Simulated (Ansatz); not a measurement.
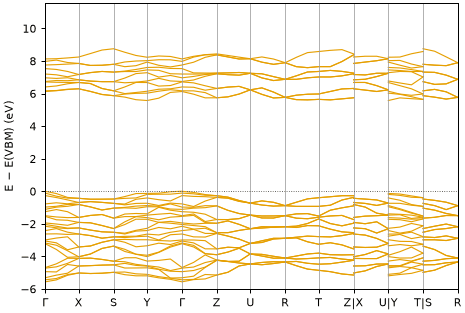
Fig. 1. Band structure from HSE06 (plane waves, PAW; program Ansatz)

The gap is 5.54 eV; an edge lies off the plotted path or next to a special point (maximum at Γ, minimum off the standard path).

The material is ZrO2 in space group Pca2_1 (No. 29; Zr on 4a, O on 4a, O on 4a).

Symmetry was held in the HSE06 relaxation. No spin polarisation was allowed. The hybrid was solved on a coarse mesh, the path and, where they were found, the r²SCAN edge points; its band edges are the extreme levels among these. Spin–orbit coupling is left out wherever it is not named.

Potentials: the later of the program's two PAW sets.
